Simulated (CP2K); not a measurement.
Consider 2-trifluoromethylpyridine at its PBE geometry (Å).

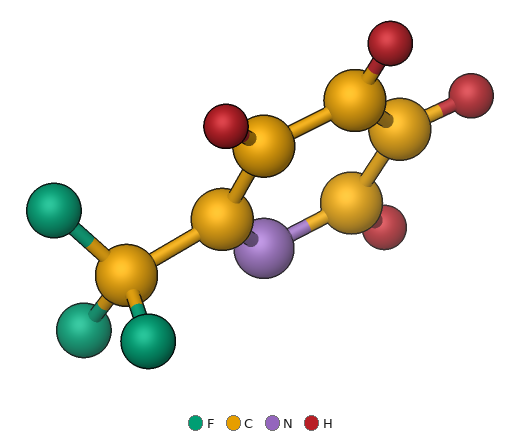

The molecule (fluorine teal, carbon orange, nitrogen purple, hydrogen red).

```xyz
14

F     2.6163    0.3072   -1.2359
C     2.1768   -0.2841   -0.0819
F     2.6421   -1.5518   -0.0833
F     2.7930    0.3927    0.9417
C     0.6612   -0.1936    0.0050
C     0.0648    1.0479    0.2490
C    -1.3283    1.1159    0.2428
C    -2.0563   -0.0510    0.0019
C    -1.3572   -1.2392   -0.2258
N    -0.0154   -1.3235   -0.2316
H     0.6756    1.9311    0.4300
H    -1.8354    2.0638    0.4207
H    -3.1454   -0.0432   -0.0164
H    -1.8918   -2.1723   -0.4162
```

Method: CP2K XAS_TDP, all-electron GAPW, PBEh(45%), aug-cc-pVDZ, TDA, GW2X-corrected core level, no relativity.

Where do the C K-edge lines lie, and how strong are they?

Leading lines: C2 295.51 eV, C5 287.52 eV, C6 287.11 eV, C7 287.07 eV, C8 287.06 eV and C9 287.48 eV. The leading line of an atom is its first one with 35 % of the strongest within 2.5 eV of its lowest line over the strength cut. Core ionisation energies at this level: C7 293.16, C9 293.43, C6 292.85, C8 292.79, C2 299.95 and C5 293.63 eV.

The first six lines of each atom with a strength over 0.0015:

```
                     atom  energy (eV)  states  strength, one atom  above the computed threshold
 C2 (bonded to C and 3 F)       295.51       1              0.0380                              
                                296.89       1              0.0731                              
                                297.25       1              0.0131                              
                                298.45       1              0.0351                              
                                298.49       1              0.0323                              
                                298.98       1              0.0204                              
 C5 (bonded to 2 C and N)       287.52       1              0.0511                              
                                292.76       1              0.0018                              
                                293.17       1              0.0042                              
                                293.31       1              0.0018                              
                                293.39       1              0.0085                              
                                294.18       1              0.0019                           yes
 C6 (bonded to 2 C and H)       287.11       1              0.0513                              
                                290.72       1              0.0109                              
                                291.71       1              0.0042                              
                                292.30       1              0.0033                              
                                292.35       1              0.0036                              
                                293.24       1              0.0053                           yes
 C7 (bonded to 2 C and H)       287.07       1              0.0538                              
                                290.76       1              0.0123                              
                                292.22       1              0.0028                              
                                292.54       1              0.0040                              
                                293.37       1              0.0018                           yes
                                293.44       1              0.0057                           yes
 C8 (bonded to 2 C and H)       287.06       1              0.0499                              
                                290.43       1              0.0122                              
                                291.86       1              0.0025                              
                                292.14       1              0.0054                              
                                293.15       1              0.0055                           yes
                                293.26       1              0.0042                           yes
C9 (bonded to C, N and H)       287.48       1              0.0551                              
                                291.30       1              0.0115                              
                                292.26       1              0.0035                              
                                292.93       1              0.0034                              
                                292.95       1              0.0019                              
                                293.80       1              0.0074                           yes
```

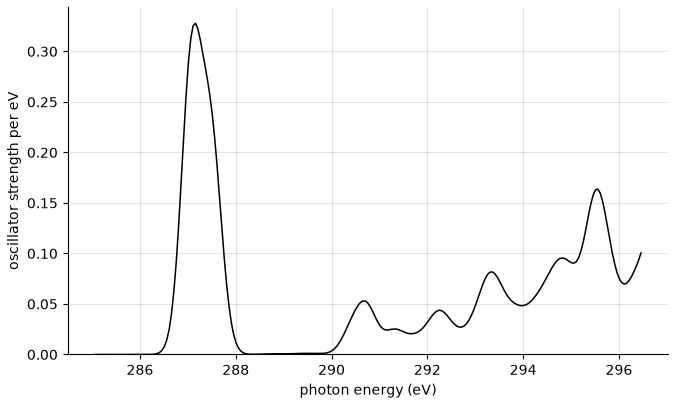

All atoms added, broadened by 0.5 eV.

Lines are vertical, at one geometry, with no vibrational structure. GW2X ionisation energies and lines can be off by 1 to 2 eV either way, and a good line position may hide errors that cancel. These values hold no scalar relativity, about 0.1 eV for C 1s. Rydberg lines, and the discretised continuum above threshold, depend on the basis and the box.

[Banner, clock and machine lines of the logs are left out without a mark of their own.]

[Logs are printed without paths, hosts, clocks, repeated set-up lines and the standing remarks that a program may print on its own settings, such as how far it seeks lower states.]

[Hosts, paths, dates, database ids (printed as entryN), source tags and the programs' standing remarks are cut or masked in the printed files.]
